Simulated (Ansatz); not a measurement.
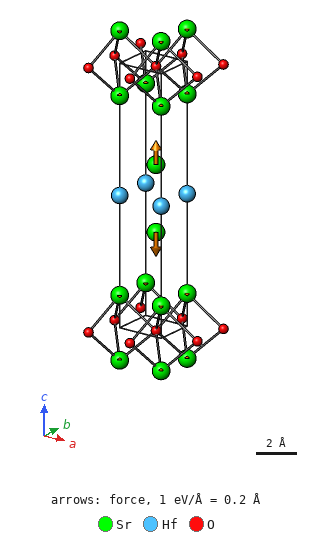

Starting geometry of a crystal of Sr$_{4}$HfO (a generated structure, set up in P-6m2) (coarse preliminary run) with the computed forces as orange arrows. The picture is a ball-and-stick view of the cell of the calculation, seen from a free direction.

Theory: Ansatz, DFT PBE, scalar-relativistic, plane waves, PAW.

Input
```yaml
crystal:
  lattice:
    - [3.42438079, 0.0, 0.0]
    - [-1.71219039, 2.96560075, 0.0]
    - [0.0, 0.0, 13.57151259]
  atoms:
    - { symbol: Sr, position: [0.66666667, 0.33333333, 0.62764102] }
    - { symbol: Sr, position: [0.0, 0.0, 0.87715101] }
    - { symbol: Sr, position: [0.0, 0.0, 0.12284899] }
    - { symbol: Sr, position: [0.66666667, 0.33333333, 0.37235898] }
    - { symbol: Hf, position: [0.0, 0.0, 0.5] }
    - { symbol: O, position: [0.66666667, 0.33333333, 0.0] }
basis:
  ecutwfc: 420
kpoints:
  mp_grid: { grid: [6, 6, 2] }
hamiltonian:
  xc: pbe
scf:
  occupations: { method: gaussian, width: 0.1 }
  lower_state_search: "off"
output:
  forces: true
  stress: true
  eigenvalues: true
relax:
  adjacent_minimum: "off"
  f_tol: 0.04
  max_steps: 70
  cell: { stress_tol: 0.4 }
```

Launched with:
```bash
ansatz run input.yaml --threads 1 --pin off --max-ram 2560MiB --backend cpu --events-out ev --progress --plain --runs-dir out
```

Q: What follows when this structure is relaxed?

A: It isn't relaxed: the largest force vector, on Sr atoms, is 6.46 eV/Å. The atoms end up moving mostly along the starting forces (cosine between the two patterns 0.93). The largest moves relative to the cell, 0.76 Å, are those of Sr1 and Sr4. Sr4 goes along −c. Hf and O stay in place. The drawn cell changes as follows: a = b 3.424 → 3.718 Å (+8.6 %), c 13.572 → 16.124 Å (+18.8 %); the volume changes by +40.1 %. Some distances before and after: Sr1–Sr4 3.465 → 5.640 Å, Sr1–Hf5 2.629 → 3.544 Å, Sr1–Sr1 3.424 → 3.718 Å, Hf5–Hf5 3.424 → 3.718 Å. Among the angles between lasting bonds that change: Sr2–O6–Sr3 80.3° → 72.9°, O6–Sr2–O6 82.9° → 88.3°, Sr2–O6–Sr2 82.9° → 88.3°. The space group stays P-6m2 (No. 187). The energy falls by 1151 meV per atom in 8 accepted moves (10 points after the start). Largest force component: 6.5 eV/Å at the start, 0.011 eV/Å at the end. The pressure goes from 23.19 to −0.04 GPa. The SCF was repeated twice at an unchanged geometry on a basis and grid sized afresh for the cell, which shifted the energy by 23.8 meV per atom at most. Cost: 120 s on 1 thread of Intel(R) Xeon(R) Processor @ 2.70GHz (shared host), peak memory 0.47 GiB.
